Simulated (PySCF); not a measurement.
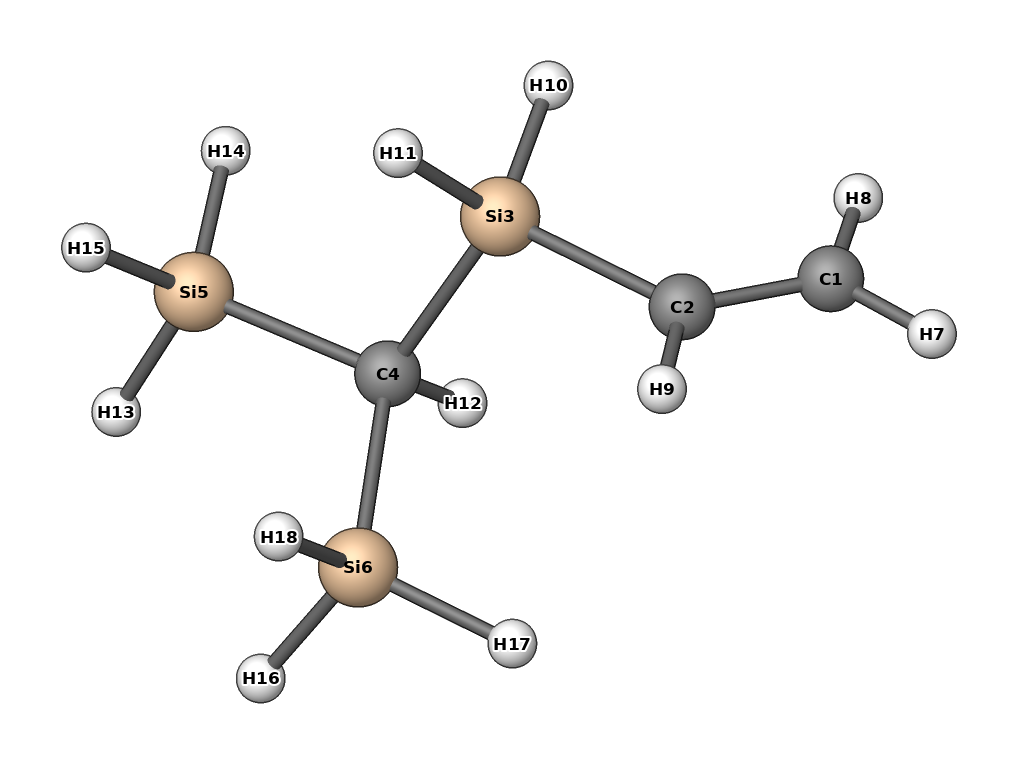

The questions are on isotropic NMR shieldings of the Si atoms. Geometry: an end point of a reaction path computed with GFN2-xTB. Level of theory: GIAO PBE0/pcSseg-1 NMR shielding, non-relativistic, gas phase (PySCF 2.14.0).

List the isotropic NMR shieldings of the Si atoms.

```csv
atom,σ (ppm)
Si3,387.7
Si5,418.9
Si6,420.7
```
